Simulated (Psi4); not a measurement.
## Excited-state calculation, with input and output: CH3ClSi

System: CH3ClSi.
Method: CIS/pcseg-2, RHF (Psi4 1.11).

The geometry comes from this level: PBE0-D4/def2-TZVP.

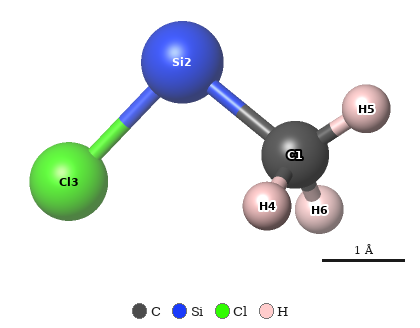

Fig. 1: The structure as given in the input (ball-and-stick view, seen at a tilt; atoms are numbered from 1 in the order of the input). Bond lengths as drawn: Cl–Si 2.09 Å, C–H 1.09 to 1.10 Å and C–Si 1.89 Å.

### Key numbers

```tsv
quantity	value
outcome	converged
total energy	−784.270679 hartree
basis functions	140
HOMO of the SCF reference	−9.06 eV
LUMO of the SCF reference	0.64 eV
lowest excitation	3.38 eV
hardware	1 thread of Intel Xeon @ 2.50GHz (Skylake/Cascade Lake), 16 GiB of memory available, shared host
wall time	4.2 s
peak memory	0.24 GiB
```

### Remarks

Settings chosen away from the usual ones: screening set to schwarz; df_basis_scf set to def2-universal-jfit; soscf set to true. These settings are looser than, or depart from, a standard set-up, so the numbers are not reference values for this system. The record of the run, not the program, notes: Coulomb fitting set used for exchange.

### The input (calc.py)
```python
import psi4

psi4.set_memory(1600000000)
psi4.set_num_threads(1)
psi4.set_output_file('ch3clsi.out', False)

mol = psi4.geometry("""
0 1
C
Si 1 1.887153
Cl 2 2.093091 1 98.25252
H 1 1.096009 2 110.16974 3 -58.83986
H 1 1.092776 4 109.02208 2 122.75802
H 1 1.095982 5 109.02846 4 -116.15598
""")

options = {'basis': 'pcseg-2', 'save_jk': True, 'screening': 'schwarz', 'df_basis_scf': 'def2-universal-jfit', 'soscf': True}
psi4.set_options(options)

from psi4.driver.procrouting.response.scf_response import tdscf_excitations
e_tot, wfn = psi4.energy('hf', return_wfn=True)
states = tdscf_excitations(wfn, states=5, tda=True)
for k, s in enumerate(states, 1):
    print(f"root {k}: {s['EXCITATION ENERGY'] * 27.211386:.4f} eV  f = {s['OSCILLATOR STRENGTH (LEN)']:.4f}  {s['SYMMETRY']}")
print('E =', round(e_tot, 9))
```

Launch command:
```bash
python calc.py
```

### Output
```
Psi4 1.11 release

   => Loading Basis Set <=

    Name: PCSEG-2
    Role: ORBITAL
    Keyword: BASIS

         ---------------------------------------------------------
                                   SCF
                              RHF Reference
                        1 Threads,   1525 MiB Core
         ---------------------------------------------------------

  ==> Geometry <==

    Molecular point group: c1
    Full point group: C1

    Geometry (in Angstrom), charge = 0, multiplicity = 1:

       Center              X                  Y                   Z               Mass
    ------------   -----------------  -----------------  -----------------  -----------------
         C           -0.000004988736     0.929684107178    -1.643302321945    12.000000000000
         SI          -0.000004988736     0.929684107178     0.243850678055    27.976926534650
         CL          -0.000004988736    -1.141733091928     0.544284899689    34.968852682000
         H            0.880361343477     0.397352049541    -2.021208963327     1.007825032230
         H           -0.001490420488     1.945864215811    -2.045216699003     1.007825032230
         H           -0.878499941259     0.394543715289    -2.021519090060     1.007825032230

  Running in c1 symmetry.

  Rotational constants: A =      0.55321  B =      0.14814  C =      0.11943 [cm^-1]
  Rotational constants: A =  16584.70012  B =   4441.20206  C =   3580.48778 [MHz]
  Nuclear repulsion =  128.153237563416525

  Charge       = 0
  Multiplicity = 1
  Electrons    = 40
  Nalpha       = 20
  Nbeta        = 20

  ==> Algorithm <==

  SCF Algorithm Type is DF.
  DIIS enabled.
  MOM disabled.
  Fractional occupation disabled.
  Guess Type is SAD.
  Energy threshold   = 1.00e-06
  Density threshold  = 1.00e-06
  Integral threshold = 1.00e-12

  ==> Primary Basis <==

  Basis Set: PCSEG-2
    Blend: PCSEG-2
    Number of shells: 52
    Number of basis functions: 140
    Number of Cartesian functions: 158
    Spherical Harmonics?: true
    Max angular momentum: 3

   => Loading Basis Set <=

    Name: DEF2-UNIVERSAL-JFIT
    Role: JKFIT
    Keyword: DF_BASIS_SCF

  ==> Integral Setup <==

  DFHelper Memory: AOs need 0.031 GiB; user supplied 1.118 GiB.
  SCF_SUBTYPE=INCORE selected. In-core MEM_DF algorithm will be used.
  Using in-core AOs.

  ==> MemDFJK: Density-Fitted J/K Matrices <==

    J tasked:                   Yes
    K tasked:                   Yes
    wK tasked:                   No
    Memory [MiB]:              1144
    Algorithm:                 Core
    Schwarz Cutoff:           1E-12
    Mask sparsity (%):       2.4286
    Fitting Condition:        1E-10

   => Auxiliary Basis Set <=

  Basis Set: DEF2-UNIVERSAL-JFIT
    Blend: DEF2-UNIVERSAL-JFIT
    Number of shells: 64
    Number of basis functions: 184
    Number of Cartesian functions: 223
    Spherical Harmonics?: true
    Max angular momentum: 4

  Minimum eigenvalue in the overlap matrix is 1.9406771417E-03.
  Reciprocal condition number of the overlap matrix is 2.5927545216E-04.
    Using symmetric orthogonalization.

  ==> Pre-Iterations <==

  SCF Guess: Superposition of Atomic Densities via on-the-fly atomic UHF (no occupation information).

   -------------------------
    Irrep   Nso     Nmo
   -------------------------
     A        140     140
   -------------------------
    Total     140     140
   -------------------------

  ==> Iterations <==

                           Total Energy        Delta E     RMS |[F,P]|

   @DF-RHF iter SAD:  -783.64709255683715   -7.83647e+02   0.00000e+00
   @DF-RHF iter   1:  -784.17509051729746   -5.27998e-01   2.91001e-03 DIIS/ADIIS
   @DF-RHF iter   2:  -784.25114193255558   -7.60514e-02   1.32688e-03 DIIS/ADIIS
   @DF-RHF iter   3:  -784.26940959993226   -1.82677e-02   2.13005e-04 SOSCF, nmicro=5
   @DF-RHF iter   4:  -784.27067855889902   -1.26896e-03   3.00527e-06 SOSCF, nmicro=5
   @DF-RHF iter   5:  -784.27067873499982   -1.76101e-07   4.66024e-08 SOSCF, nmicro=conv
  Energy and wave function converged.

  ==> Post-Iterations <==

    Orbital Energies [Eh]
    ---------------------

    Doubly Occupied:

       1A   -104.701051     2A    -68.794608     3A    -11.209518
       4A    -10.263210     5A     -7.676008     6A     -7.658023
       7A     -7.655566     8A     -5.927059     9A     -3.937532
      10A     -3.930861    11A     -3.911844    12A     -1.086852
      13A     -0.955743    14A     -0.638944    15A     -0.575627
      16A     -0.568091    17A     -0.496422    18A     -0.465859
      19A     -0.456962    20A     -0.332824

    Virtual:

      21A      0.023481    22A      0.097176    23A      0.119281
      24A      0.147854    25A      0.154082    26A      0.165694
      27A      0.255468    28A      0.258431    29A      0.281089
      30A      0.293582    31A      0.317593    32A      0.336534
      33A      0.426745    34A      0.453326    35A      0.478214
      36A      0.497817    37A      0.512365    38A      0.514611
      39A      0.539285    40A      0.598655    41A      0.605526
      42A      0.629441    43A      0.651527    44A      0.767854
      45A      0.823047    46A      0.829784    47A      0.873542
      48A      0.912720    49A      0.942758    50A      0.966449
      51A      0.978350    52A      1.002095    53A      1.136927
      54A      1.174577    55A      1.185898    56A      1.238772
      57A      1.292451    58A      1.293663    59A      1.360008
      60A      1.376445    61A      1.383172    62A      1.442498
      63A      1.446499    64A      1.494200    65A      1.518349
      66A      1.648245    67A      1.664812    68A      1.715411
      69A      1.829600    70A      1.903893    71A      1.918041
      72A      1.933060    73A      1.966933    74A      2.029055
      75A      2.068801    76A      2.120383    77A      2.210658
      78A      2.220471    79A      2.442446    80A      2.450127
      81A      2.467574    82A      2.475152    83A      2.506471
      84A      2.548593    85A      2.569840    86A      2.581266
      87A      2.620351    88A      2.706114    89A      2.722226
      90A      2.820907    91A      2.883635    92A      2.942808
      93A      3.515308    94A      3.526044    95A      3.553979
      96A      3.570075    97A      3.622334    98A      3.660820
      99A      3.722089   100A      3.764893   101A      3.860311
     102A      3.870416   103A      3.976246   104A      4.064890
     105A      4.078417   106A      4.123915   107A      4.131969
     108A      4.164644   109A      4.212192   110A      4.244344
     111A      4.395985   112A      4.420883   113A      4.484860
     114A      4.504250   115A      4.581751   116A      4.643558
     117A      4.777823   118A      4.801923   119A      4.856409
     120A      4.900102   121A      4.902076   122A      4.946461
     123A      4.946980   124A      5.010605   125A      5.052714
     126A      5.139249   127A      5.452386   128A      5.487157
     129A      5.514623   130A      5.957389   131A      6.022386
     132A      6.061298   133A      6.151213   134A      6.189410
     135A      6.191381   136A      6.220042   137A      6.500163
     138A      6.523637   139A     13.811514   140A     33.003716

    Final Occupation by Irrep:
              A
    DOCC [    20 ]
    NA   [    20 ]
    NB   [    20 ]

  @DF-RHF Final Energy:  -784.27067873499982

   => Energetics <=

    Nuclear Repulsion Energy =            128.1532375634165248
    One-Electron Energy =               -1342.3626349948233383
    Two-Electron Energy =                 429.9387186964070224
    Total Energy =                       -784.2706787349998194

Computation Completed

Properties will be evaluated at   0.000000,   0.000000,   0.000000 [a0]

Properties computed using the SCF density matrix

 Multipole Moments:

 ------------------------------------------------------------------------------------
     Multipole            Electronic (a.u.)      Nuclear  (a.u.)        Total (a.u.)
 ------------------------------------------------------------------------------------

 L = 1.  Multiply by 2.5417464519 to convert [e a0] to [Debye]
 Dipole X            :         -0.0003667            0.0003522           -0.0000144
 Dipole Y            :         -3.0704440            3.6320150            0.5615710
 Dipole Z            :          5.6427889           -6.2002026           -0.5574137
 Magnitude           :                                                    0.7912471

 ------------------------------------------------------------------------------------

	total time  =          1 seconds =       0.02 minutes

******************************************************************************************
**********                               WARNING                                **********
**********       The names of excited state variables changed between 1.5       **********
**********     and 1.6. For a quick solution, remove the symmetry specifier     **********
**********   from the variable name. For full details, see 'Notes on Psivars'   **********
**********                        in the documentation.                         **********
******************************************************************************************

         ---------------------------------------------------------
                         TDSCF excitation energies
         ---------------------------------------------------------

  ==> Options <==

     Residual threshold  : 1.0000e-04
     Initial guess       : denominators
     Reference           : RHF
     Solver type         : TDA (Davidson)

  ==> Requested Excitations <==

      5 singlet states with A symmetry

  ==> Seeking the lowest 5 singlet states with A symmetry

                         Generalized Davidson Solver

  ==> Options <==

    Max number of iterations        = 60
    Eigenvector tolerance           = 1.0000e-04
    Max number of expansion vectors = 1000

  => Iterations <=
                           Max[D[value]]     Max[|R|]   # vectors
  DavidsonSolver iter   1:   2.98075e-01  1.04044e-01     20
  DavidsonSolver iter   2:   1.32738e-02  3.48942e-02     25
  DavidsonSolver iter   3:   1.36993e-03  1.36775e-02     30
  DavidsonSolver iter   4:   3.80902e-04  1.71518e-02     35
  DavidsonSolver iter   5:   2.77189e-04  1.01157e-02     40
  DavidsonSolver iter   6:   5.48333e-05  4.09065e-03     45
  DavidsonSolver iter   7:   8.06717e-06  1.43449e-03     49
  DavidsonSolver iter   8:   1.57468e-06  1.97920e-03     50
  DavidsonSolver iter   9:   2.55688e-03  3.43306e-02     51
  DavidsonSolver iter  10:   3.08010e-04  8.84141e-03     52
  DavidsonSolver iter  11:   2.15905e-05  1.83992e-03     53
  DavidsonSolver iter  12:   1.37956e-06  5.06693e-04     54
  DavidsonSolver iter  13:   1.37750e-07  1.68243e-04     55
  DavidsonSolver iter  14:   1.01579e-08  6.97840e-05     56      Converged

******************************************************************************************
**********                               WARNING                                **********
**********  Length-gauge rotatory strengths are **NOT** gauge-origin invariant  **********
******************************************************************************************

                                    Excitation Energy         Total Energy        Oscillator Strength             Rotatory Strength
     #   Sym: GS->ES (Trans)        au              eV              au          au (length)    au (velocity)    au (length)    au (velocity)
    ---- -------------------- --------------- --------------- --------------- --------------- --------------- --------------- ---------------
     1        A->A (1 A)       0.12419         3.37928        -784.14649       0.0596          0.0013         -0.0000          0.0000
     2        A->A (1 A)       0.24037         6.54069        -784.03031       0.2742          0.1177          0.0000         -0.0000
     3        A->A (1 A)       0.25724         6.99978        -784.01344       0.0196          0.0012         -0.0000         -0.0000
     4        A->A (1 A)       0.27172         7.39380        -783.99896       0.4207          0.3554          0.0003          0.0003
     5        A->A (1 A)       0.28534         7.76449        -783.98534       0.0046          0.0007         -0.0002         -0.0002

Contributing excitations
Only contributions with abs(coeff) > 1.00e-01 will be printed:

Excited State    1 (1 A):   0.12419 au   366.89 nm f = 0.0596
  Sums of squares: Xssq =  1.000000e+00
     20a  ->  21a     0.974055 (94.878%)
     20a  ->  27a     0.162105 ( 2.628%)

Excited State    2 (1 A):   0.24037 au   189.56 nm f = 0.2742
  Sums of squares: Xssq =  1.000000e+00
     18a  ->  21a    -0.133741 ( 1.789%)
     20a  ->  22a     0.635294 (40.360%)
     20a  ->  23a    -0.666794 (44.461%)
     20a  ->  24a     0.142331 ( 2.026%)
     20a  ->  26a    -0.250415 ( 6.271%)
     20a  ->  30a    -0.132424 ( 1.754%)

Excited State    3 (1 A):   0.25724 au   177.13 nm f = 0.0196
  Sums of squares: Xssq =  1.000000e+00
     17a  ->  21a     0.258363 ( 6.675%)
     19a  ->  21a     0.941854 (88.709%)
     19a  ->  27a     0.130393 ( 1.700%)

Excited State    4 (1 A):   0.27172 au   167.69 nm f = 0.4207
  Sums of squares: Xssq =  1.000000e+00
     18a  ->  21a     0.103430 ( 1.070%)
     20a  ->  22a     0.630096 (39.702%)
     20a  ->  23a     0.551438 (30.408%)
     20a  ->  24a     0.394774 (15.585%)
     20a  ->  26a     0.290756 ( 8.454%)

Excited State    5 (1 A):   0.28534 au   159.68 nm f = 0.0046
  Sums of squares: Xssq =  1.000000e+00
     17a  ->  21a    -0.925604 (85.674%)
     17a  ->  27a    -0.141867 ( 2.013%)
     19a  ->  21a     0.263707 ( 6.954%)

******************************************************************************************
**********                               WARNING                                **********
**********       The names of excited state variables changed between 1.5       **********
**********     and 1.6. For a quick solution, remove the symmetry specifier     **********
**********   from the variable name. For full details, see 'Notes on Psivars'   **********
**********                        in the documentation.                         **********
******************************************************************************************
```

### Standard output
```
root 1: 3.3793 eV  f = 0.0596  A
root 2: 6.5407 eV  f = 0.2742  A
root 3: 6.9998 eV  f = 0.0196  A
root 4: 7.3938 eV  f = 0.4207  A
root 5: 7.7645 eV  f = 0.0046  A
E = -784.270678735
```

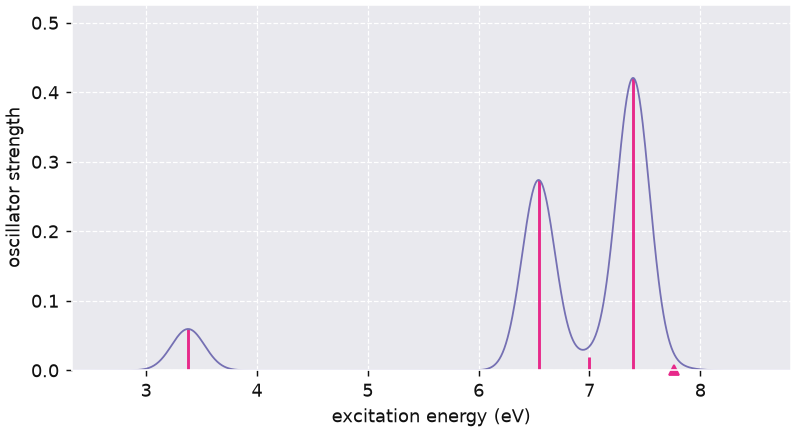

Fig. 2: Computed excitations as sticks (degenerate states added up, dark ones marked on the axis), with a Gaussian envelope of 0.35 eV full width at half maximum, scaled to the tallest. Of the 5 states the lowest lies at 3.38 eV (f = 0.060); the strongest line is at 7.39 eV, or 168 nm (f = 0.421).

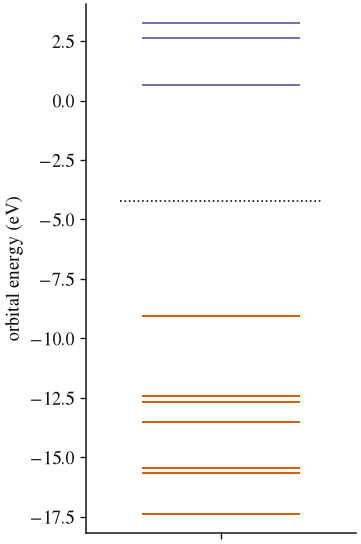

Fig. 3: Orbital energies near the frontier (SCF reference); the dotted line parts filled from empty levels, and levels within 0.02 eV of each other stand side by side. Highest filled −9.06 eV, lowest empty 0.64 eV, 9.70 eV apart.
